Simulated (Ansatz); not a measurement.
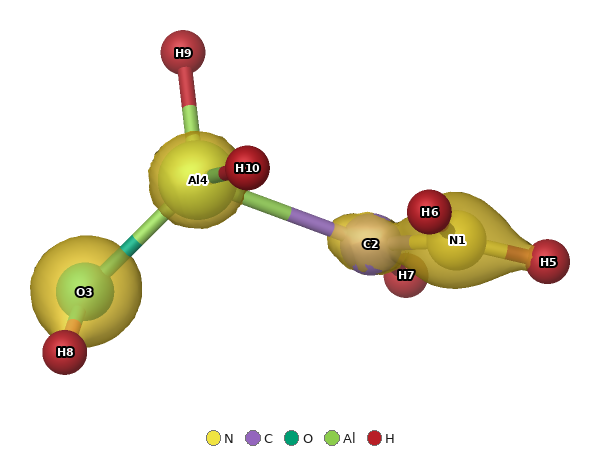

Figure 1: CH6AlNO. Isosurface of the electron density at 2 e/Å³ (yellow), seen from one side.

Geometry: PBE0-D4/def2-TZVP.

Theory: RKS PBE0-D4/def2-TZVPP in Ansatz.

```
atom    x (Å)    y (Å)    z (Å)
   N   0.8718  -0.4569  -1.4102
   C  -0.1983  -0.6916  -0.7363
   O  -0.7925  -0.0878   2.2749
  Al  -0.5888   0.7101   0.7571
   H   1.1843  -0.9878  -2.2154
   H   1.4361   0.3402  -1.1076
   H  -0.7547  -1.5563  -1.1087
   H  -0.0492  -0.2288   2.8570
   H  -1.8827   1.4632   0.1871
   H   0.8570   1.4447   0.5051
```

What does this surface tell about the bonding?

Answer. At this value the surface falls into five separate pieces. It bridges the sampled C–N (1.29 Å) and O–H (0.95 Å) contacts, where the density stays above the isovalue. It is pinched off along the sampled Al–O (1.73 Å) and C–Al (2.09 Å) contacts. On the grid the lowest density along these lines, outside the cores, is 2.4 e/Å³ (C–N, 1.29 Å), 0.73 e/Å³ (Al–O, 1.73 Å), 0.42 e/Å³ (C–Al, 2.09 Å) and 2.5 e/Å³ (O–H, 0.95 Å).
